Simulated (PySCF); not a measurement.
# C2H8O2SeSi: the cost of one run

Computed with PySCF 2.14.0 and routines of our own; the level stands in each step. Atoms count from 0.

## Step 1: The system as given

14 atoms, charge 0, multiplicity 1; geometry from: GFN2-xTB.

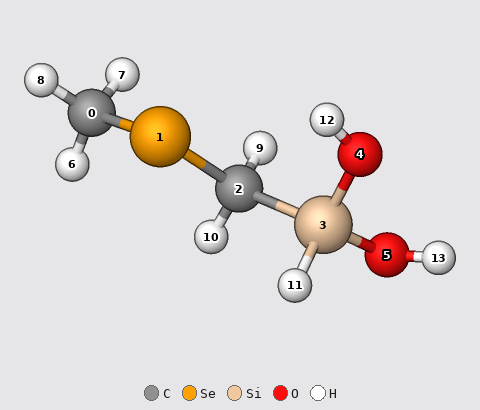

The starting geometry (carbon grey, selenium orange, silicon light orange, oxygen red, hydrogen white).

## Step 2: Geometry optimisation at PBE0-D3(BJ)/def2-SVP

The job: settings as JSON, then the geometry in Å.

```
{"job": {"xc": "PBE0", "basis": "def2-SVP", "d3": "d3bj", "grid": 1, "maxiter": 30, "shake": 0.01, "kind": "geom"}, "charge": 0, "multiplicity": 1}
C     -2.856440     0.136920     0.010610
Se    -1.211560     0.590930     0.918810
C     -0.021730    -0.382850    -0.284050
Si     1.834800    -0.199000     0.296580
O      2.254770     1.349500     0.392380
O      2.680050    -0.870690    -0.880100
H     -3.004130    -0.918950     0.010610
H     -2.817320     0.541690    -1.019580
H     -3.690020     0.649580     0.564930
H     -0.148380     0.020090    -1.267670
H     -0.328290    -1.424050    -0.259120
H      2.014950    -0.869830     1.589490
H      1.703900     1.987400     0.890550
H      3.582250    -0.625820    -0.971200
```

Launch:

```bash
> OMP_NUM_THREADS=1 python heavy_run.py task.json out
```

This one command runs all jobs of the session in turn.

**Question.** How long does this first job take on 1 thread of Arm Neoverse V1, shared host, and how much memory does it need?

About 5.2 min, with a peak of 0.62 GiB.
